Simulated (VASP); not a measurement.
Band structure of Fe (bcc). All values below come from PBEsol GGA, VASP's PBE PAW potentials (set 64) (plane waves; VASP 6.6.1).

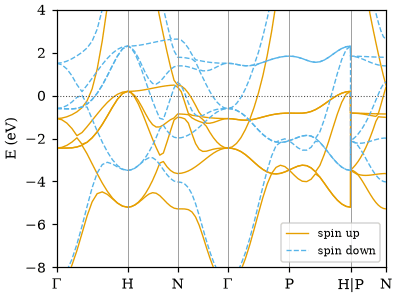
Bands along high-symmetry lines, zero at the valence-band maximum or, without a gap, the Fermi level

Task: Read the plot: is there a gap, and where are the band edges?

Result: It has no gap at this level: it comes out as a metal or semimetal. (Edges off the drawn lines would not show.)

The compound is Fe in the bcc structure. It was relaxed first, which changed the volume by -9 %.
